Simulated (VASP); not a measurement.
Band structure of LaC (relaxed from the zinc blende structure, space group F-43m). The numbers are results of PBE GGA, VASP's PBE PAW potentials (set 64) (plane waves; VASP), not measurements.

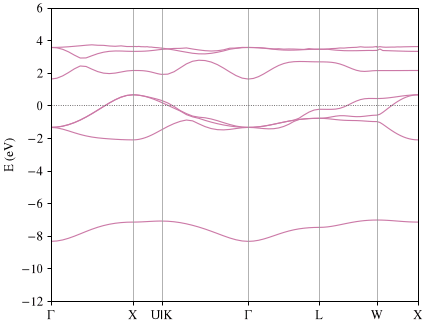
Bands along high-symmetry lines, zero at the valence-band maximum or, without a gap, the Fermi level

**Question.** Read the plot: is there a gap, and where are the band edges?

**Answer.** It has no gap at this level: it comes out as a metal or semimetal. (Edges off the drawn lines would not show.)

The structure was generated: LaC was put into the zinc blende type (F-43m), which need not be its known phase. It was relaxed first, which changed the volume by -31 %. The electron count is odd and the run is not spin-polarised, which forces a metal.
